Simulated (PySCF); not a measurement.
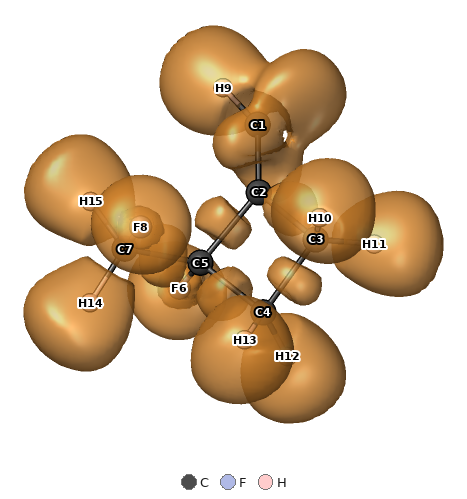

Figure 1: C6H7F2 (doublet). Isosurface of the electron localisation function at 0.75 (orange), seen at a tilt. Core shells and regions of very low density are left out.

Geometry: GFN2-xTB.

All numbers below come from PySCF 2.14.0, density-fitted response routines, UKS B3LYP, pcH-1 on C F H, non-relativistic, mean-field spin-orbit, GIAO.

```csv
atom,x (Å),y (Å),z (Å)
C,-0.6010,2.2251,0.1810
C,-0.5948,0.9572,0.0210
C,-1.4444,-0.0649,-0.7047
C,-0.6771,-1.2025,-0.0090
C,0.3050,-0.1860,0.5796
F,0.4000,-0.2026,1.9545
C,1.7297,-0.2051,0.0374
F,1.7224,-0.2565,-1.3277
H,-0.0929,3.0167,0.6722
H,-1.2987,-0.0324,-1.7827
H,-2.5064,-0.0026,-0.4786
H,-1.2481,-1.7041,0.7687
H,-0.2216,-1.9389,-0.6668
H,2.2563,-1.0965,0.3987
H,2.2672,0.7010,0.3346
```

Question: What do the ELF domains correspond to?

Answer: The ELF exceeds this value in five regions between bonded C–C atoms (shared pairs), six regions around hydrogen nuclei, two regions on F in which the atom's valence shell and bonds are merged and one joined region spread over several atoms (C, H), in which their bonds and any lone pairs are merged. Along the contacts the grid gives the following. C–C (1.28 Å): the ELF peaks at about 0.90 between the atoms: a short, multiple covalent bond. C–F (1.37 Å): the ELF peaks at about 0.85 between the atoms: a polar covalent bond.
